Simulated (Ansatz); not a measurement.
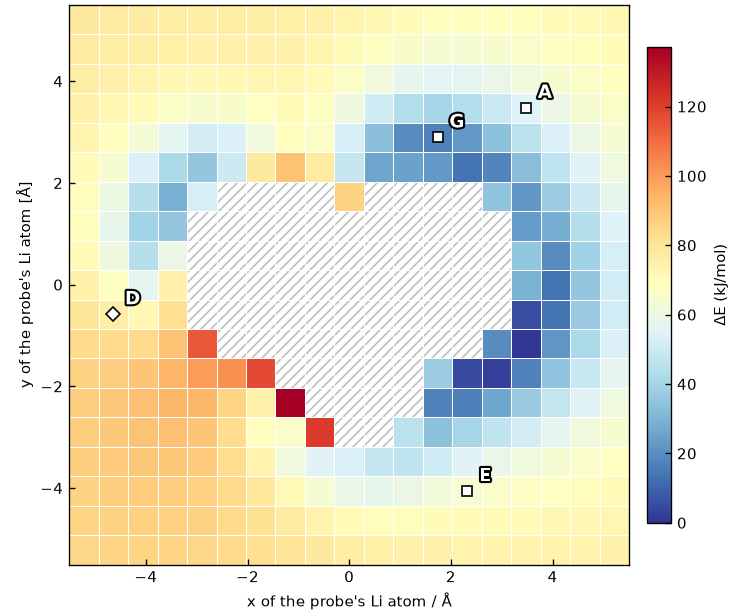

B₂ClH₃ (SMILES BBCl) with the probe Li+. The probe is moved over the molecule's main plane. Coordinates scanned: (1) x of the probe's Li atom; (2) y of the probe's Li atom. Nothing is relaxed (molecule and probe rigid). The scan uses a 19 × 19 grid. At 72 points there is no value (left out of the scan, as a rule where atoms come close). Points are written as (first, second). Energies: kJ/mol, counted from the lowest grid point. These are results of Ansatz, RHF/def2-TZVP, not measurements.

Drawn: one coloured cell a grid point, hatched blanks where no value was computed, lettered points.

Q: Rank the lettered points by energy, lowest first.

A: G (17 kJ/mol), A (55 kJ/mol), E (65 kJ/mol), D (76 kJ/mol).
